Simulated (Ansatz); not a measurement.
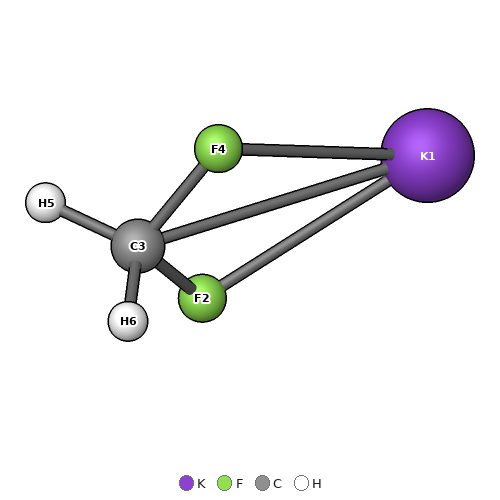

The system is CH₂F₂K, charge +1; the picture shows the reference structure. The first coordinate is: separation of F4 and K1 along their line in the relaxed pair; the second: sideways slip of K1. Nothing is relaxed (both partners rigid). The scan uses an 11 × 11 grid. At 15 points there is no value (left out of the scan, as a rule where atoms come close). Points are written as (first, second). Energies are in kJ/mol, from the ion and the molecule far apart, frozen as in the relaxed pair, each in its own basis (no counterpoise correction). Level of theory: Ansatz, RKS CAM-B3LYP-D4/def2-SVPD.

Its coordinates:

```xyz
6

K     0.0862    0.3269   -2.6748
F     0.1129   -1.0514   -0.3236
C    -0.0204   -0.0773    0.6322
F    -0.1003    1.0991   -0.0678
H    -0.9576   -0.2350    1.1768
H     0.8793   -0.0624    1.2571
```

Range: separation of F4 and K1 along their line in the relaxed pair from 2.289 to 3.689 Å; sideways slip of K1 from −2.20 to 2.20 Å.

What landscape does the calculation give?

The lowest grid point is at (2.677 Å, 0.00 Å), −65.5 kJ/mol from the ion and the molecule far apart, frozen as in the relaxed pair, each in its own basis (no counterpoise correction). No other kind of well shows on this grid. The highest grid point, (2.345 Å, −0.88 Å), lies 218.9 kJ/mol above the lowest. Round the minimum the valley is somewhat tilted: raising the first coordinate shifts the best value of sideways slip of K1 downwards (coupling k₁₂/√(k₁₁k₂₂) about 0.5).

```
second ↓, first →  2.289  2.345  2.436  2.549  2.677  2.820  2.974  3.139  3.314  3.497  3.689
             2.20  −46.8  −46.1  −44.8  −43.1  −41.2  −39.1  −36.9  −34.7  −32.5  −30.4  −28.3
             1.76  −53.8  −53.0  −51.8  −50.4  −48.6  −46.2  −43.5  −40.6  −37.8  −35.1  −32.5
             1.32  −59.1  −58.7  −57.7  −56.0  −54.2  −52.4  −50.1  −46.9  −43.4  −40.1  −36.8
             0.88  −58.8  −60.3  −61.2  −60.7  −58.9  −56.3  −54.3  −52.5  −49.0  −45.1  −41.3
             0.44  −51.9  −56.7  −61.4  −63.8  −63.5  −61.2  −57.7  −54.7  −53.4  −49.9  −45.6
             0.00  −37.7  −46.3  −56.0  −62.7  −65.5  −65.1  −62.4  −58.5  −54.9  −53.4  −49.6
            −0.44   14.4   −3.5  −25.6  −44.0  −56.1  −62.3  −63.7  −61.8  −58.1  −54.8  −52.4
            −0.88      –  153.4   86.1   27.4  −14.9  −41.8  −55.7  −60.6  −60.0  −56.9  −53.6
            −1.32      –      –      –      –   70.7    1.8  −36.0  −53.5  −58.8  −57.9  −54.3
            −1.76      –      –      –      –      –   44.0  −16.8  −45.8  −56.3  −57.3  −54.1
            −2.20      –      –      –      –      –   42.8  −16.9  −45.1  −55.1  −55.8  −52.5
```

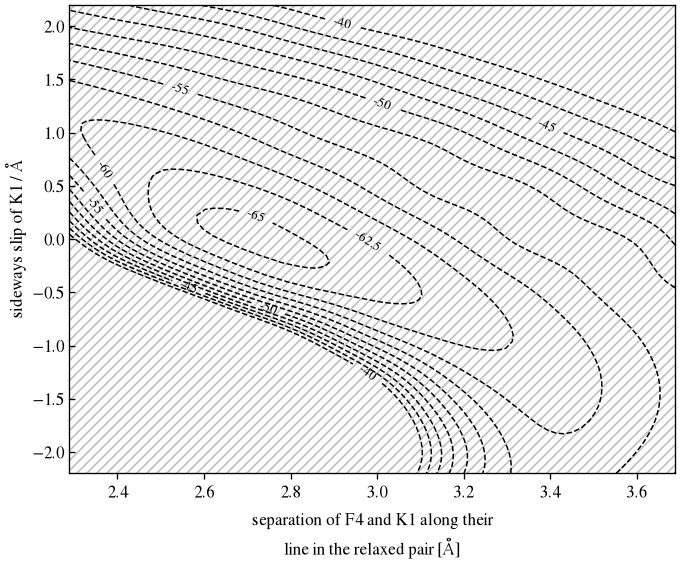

The picture shows contour lines labelled in kJ/mol (none above −40), hatched blanks where no value was computed. Between grid points the surface is interpolated.

The whole map (106 points run) took 10 min on 1 thread of Arm Neoverse V2 (shared host).
